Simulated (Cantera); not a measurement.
Feed: 1 mol AlN, 0.3 mol Br₂, 3.6 mol N₂, held at 4500 Pa.

These are equilibrium values from Cantera (NASA tables, ideal gas, pure condensed phases), not measurements of a reactor. Candidate condensed phases: Al, AlBr₃, AlN, Br₂; 10 gas species. The numbers say what is thermodynamically allowed, not how fast it happens.

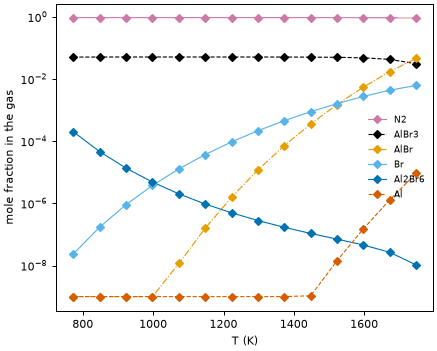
Fig. 1. Equilibrium gas composition (values under 1e-9 drawn at 1e-9)

Q: Read off the mole fractions at 1523 K.

A: N₂ about 0.95, AlBr₃ about 0.050, Br about 0.0016, AlBr about 0.0015, Al₂Br₆ about 7.0e-8, Al about 1.4e-8.
